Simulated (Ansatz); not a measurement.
```xyz
5

Ge   -0.0842    1.1585   -0.8583
Br    0.1138   -1.9415   -0.7231
H     0.7463   -1.5903    0.5056
Cl   -2.0236    1.1991    0.1623
Cl    1.2477    1.1743    0.9136
```

The product side of a reaction path; geometry: PBE0-D4/def2-TZVP.

The calculation used RKS PBE0-D4/def2-TZVPP (Ansatz 0.2.0).

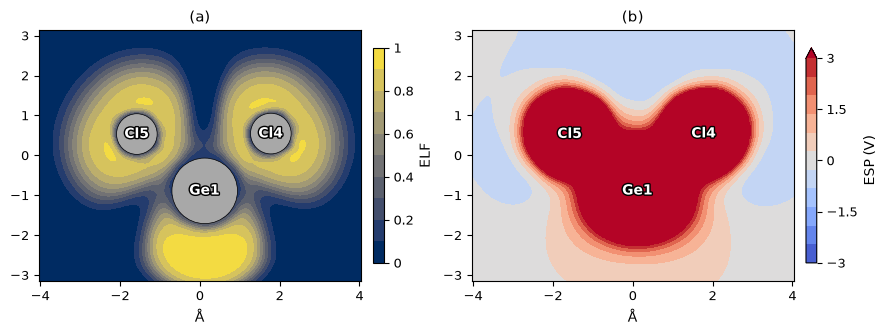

Cl2Ge···HBr. (a) electron localisation function; (b) electrostatic potential on the plane of atoms Cl4, Ge1 and Cl5. Grey discs cover the atomic cores in the ELF map.

### Read the bonding off the picture.

The plane passes through Ge and Cl nuclei. Ge–Cl (2.19 Å): the ELF peaks at about 0.85 in the valence shell of Cl, 0.8 Å from its nucleus, and is about 0.65 at the midpoint. The ELF also peaks beside Cl4 and Cl5, away from the bonds: lone-pair regions. Outside the dense part of the complex the potential is most negative (−0.8 V) near Cl4.
